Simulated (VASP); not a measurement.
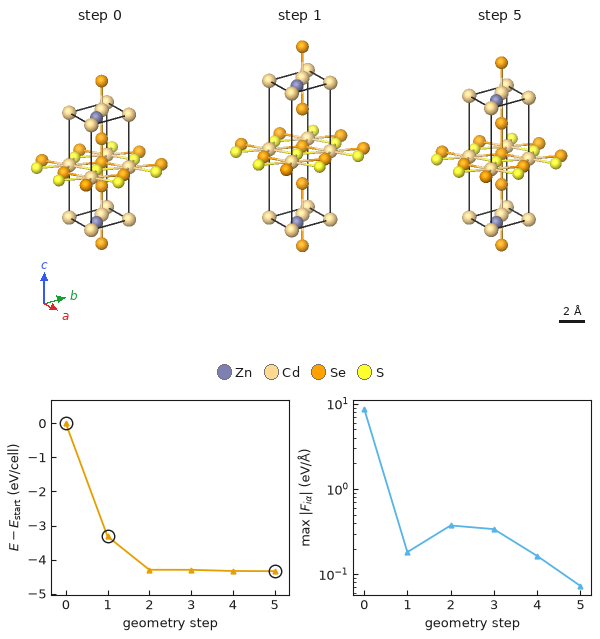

Frames of a relaxation of crystalline ZnCd3Se3S (a generated structure, set up in P-6m2), marked on the history of the run. Style: ball-and-stick. Shown: the cell of the calculation, slightly off an axis.

The run lets cell and atoms move.

The calculation used Kohn-Sham DFT of a periodic cell, PBE, VASP PAW PBE potentials, recommended in VASP 6.6.1.

Input
```
SYSTEM = ZnCd3Se3S
PREC = Normal
ENCUT = 520
EDIFF = 1E-4
ISMEAR = 0
SIGMA = 0.15
LREAL = .False.
LASPH = .True.
NELM = 60
ALGO = Fast
ISIF = 3
LWAVE = .False.
LCHARG = .False.
GGA = PE
IBRION = 2
NSW = 24
EDIFFG = -0.08
```

Command:
```bash
cat potpaw_PBE.64/Zn/POTCAR potpaw_PBE.64/Cd/POTCAR potpaw_PBE.64/Se/POTCAR potpaw_PBE.64/S/POTCAR > POTCAR
mpirun -np 1 vasp_std > vasp.out
```

Q: Describe the path.

A: Over 5 geometry steps the energy falls by 4.339 eV per cell of the calculation. The largest force component goes from 8.8 to 0.073 eV/Å. Pressure: 15.88 GPa at the start and −0.17 GPa at the end. The largest moves relative to the cell, 0.28 Å, are those of Se atoms. S and Zn and Cd stay in place. The drawn cell changes as follows: a = b 5.027 → 5.008 Å (−0.4 %), c 8.953 → 10.400 Å (+16.2 %); the volume changes by +15.3 %. Some distances before and after: Se–Se 2.013 → 2.613 Å, Cd–Se 2.463 → 2.587 Å, Cd–S 2.902 → 2.892 Å, Cd–Se 2.902 → 2.892 Å. The space group stays P-6m2 (No. 187). The volume changes by over a tenth within one run on a fixed set of plane waves, so the end point should be relaxed again from the new cell. It ran on 1 thread of Intel(R) Xeon(R) Platinum 8559C (Emerald Rapids), on a shared host. From step 0 to 1: Se atoms move most (0.55 Å), volume +36.6 %, energy −3.318 eV per cell of the calculation. From step 1 to 5: Se atoms move most (0.22 Å), volume −15.6 %, energy −1.021 eV per cell of the calculation.

```json
{"step": "0", "E − E(0), meV/atom": "0.00", "largest force component, eV/Å": "8.7758", "pressure, GPa": "15.88", "volume, Å³/atom": "24.493"}
{"step": "1", "E − E(0), meV/atom": "-414.78", "largest force component, eV/Å": "0.1817", "pressure, GPa": "-3.63", "volume, Å³/atom": "33.462"}
{"step": "2", "E − E(0), meV/atom": "-537.24", "largest force component, eV/Å": "0.3733", "pressure, GPa": "-0.57", "volume, Å³/atom": "28.851"}
{"step": "3", "E − E(0), meV/atom": "-537.37", "largest force component, eV/Å": "0.3380", "pressure, GPa": "-0.51", "volume, Å³/atom": "28.762"}
{"step": "4", "E − E(0), meV/atom": "-541.77", "largest force component, eV/Å": "0.1639", "pressure, GPa": "-0.28", "volume, Å³/atom": "28.434"}
{"step": "5", "E − E(0), meV/atom": "-542.42", "largest force component, eV/Å": "0.0728", "pressure, GPa": "-0.17", "volume, Å³/atom": "28.239"}
```
